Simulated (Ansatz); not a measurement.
CdS (zinc blende)

```xyz
4
Lattice="0.0000 5.9271 5.9271 2.9635 0.0000 2.9635 2.9635 2.9635 0.0000" Properties=species:S:1:pos:R:3 pbc="T T T"
S      4.4453     4.4453     4.4453
S      4.4453     7.4089     7.4089
Cd     0.0000     0.0000     0.0000
Cd     2.9635     5.9271     2.9635
```

A phonon eigenvector at L = (0.5, 0.0, 0.0) is frozen into this cell: atom i moves by Q times the vector below, so Q is the largest atomic displacement, in Å. The cell is held. (q is in reciprocal vectors of the primitive cell; the cell shown is doubled to hold the pattern.)

```json
[
 {"atom": "S1", "x": "0.577", "y": "-0.577", "z": "-0.577"},
 {"atom": "S2", "x": "-0.577", "y": "0.577", "z": "0.577"},
 {"atom": "Cd3", "x": "-0.048", "y": "0.048", "z": "0.048"},
 {"atom": "Cd4", "x": "0.048", "y": "-0.048", "z": "-0.048"}
]
```

Method: PBE (plane waves to 420 eV, PAW, scalar-relativistic; Ansatz, a quantum-chemistry and plane-wave program). k mesh 5×10×10 (Γ-centred), Fermi-Dirac smearing 0.05 eV. E stands for the smeared free energy. CdS was relaxed with its symmetry unable to fall. The PAW data are Ansatz's earlier set. The zero of ΔE is the undisplaced structure.

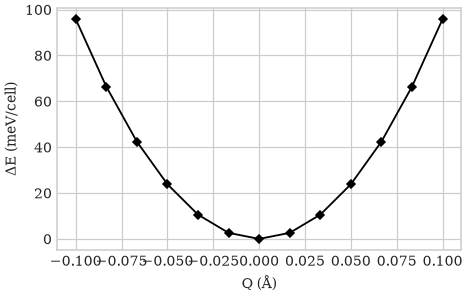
ΔE (meV/cell) against Q (Å); markers are the computed points, lines only join them.

Question: What is the energy change at Q = 0.100 Å?

Answer: About 96 meV/cell.

Question: What harmonic wavenumber does the curvature at Q = 0 give?

Answer: About 280 cm⁻¹.

(A displaced cell: forces are minus the slopes of the energy, force constants its curvatures, and phonons follow from these.)
